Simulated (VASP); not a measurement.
Band structure of Ni₃Al (L1_2). These are LDA (Ceperley-Alder, Perdew-Zunger), VASP's LDA PAW potentials (set 64) (plane waves; VASP) values and carry that method's errors.

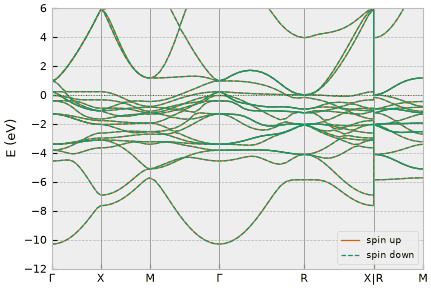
Figure. Bands along high-symmetry lines, zero at the valence-band maximum or, without a gap, the Fermi level

Q: Read the plot: is there a gap, and where are the band edges?

A: It has no gap at this level: it comes out as a metal or semimetal. (Edges off the drawn lines would not show.)

The compound is Ni3Al in the L1_2 structure. It was relaxed first, which changed the volume by -7 %.
